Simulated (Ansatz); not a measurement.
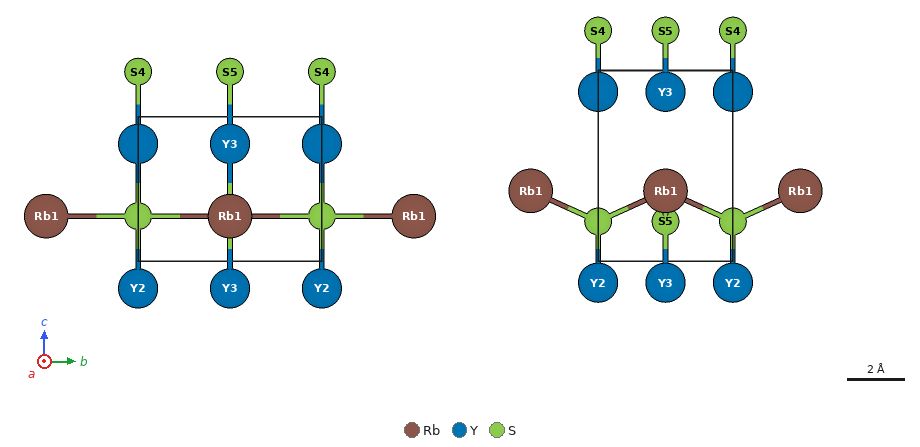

Two geometries of solid RbY₂S₂ (a generated structure, set up in P4mm) (coarse preliminary run), drawn at one scale. One is the start of a relaxation, the other its converged end. A ball-and-stick model of the cell of the calculation, seen along the a axis.

The calculation used DFT PBE, scalar-relativistic, plane waves, PAW (Ansatz). Settings: plane-wave cutoff 420 eV; k-point mesh 4 × 4 × 4; occupations gaussian; smearing width 0.1 eV; no spin polarisation; cell and atoms relaxed; force threshold 0.04 eV/Å; at most 70 steps.

**Which geometry has the lower energy?**

The left one is the relaxed one. Over 19 accepted moves (22 points after the start) the energy falls by 1051 meV per atom. Largest force component: 3.7 eV/Å at the start, 0.00052 eV/Å at the end. Pressure: 17.17 GPa at the start and −0.05 GPa at the end. The line search rejected the trial step at point 14 of the run. The SCF was repeated twice at an unchanged geometry on a basis and grid sized afresh for the cell, which shifted the energy by 24.7 meV per atom at most. The largest moves relative to the cell, 0.53 Å, are those of S4 and S5. S4 goes along +c. By element the largest moves are S 0.53 Å, Y 0.39 Å, Rb 0.29 Å. The drawn cell changes as follows: a = b 4.792 → 6.532 Å (+36.3 %), c 6.784 → 5.137 Å (−24.3 %); the volume changes by +40.7 %. Some distances before and after: Y2–S4 4.607 → 2.568 Å, Y2–Y3 3.388 → 4.619 Å, Rb1–S4 2.630 → 3.266 Å, Y2–S4 (another image) 2.177 → 2.568 Å. New bonds form: Y2–S4 (4.61 → 2.57 Å), Y3–S5 (4.61 → 2.57 Å). Among the angles between lasting bonds that change: S4–Rb1–S4 131.2° → 180.0°, Rb1–S5–Rb1 131.2° → 180.0°, Rb1–S5–Y3 114.4° → 90.0°. The space group (tolerance 0.01 Å) goes from P4mm (No. 99) to P4/mmm (No. 123).
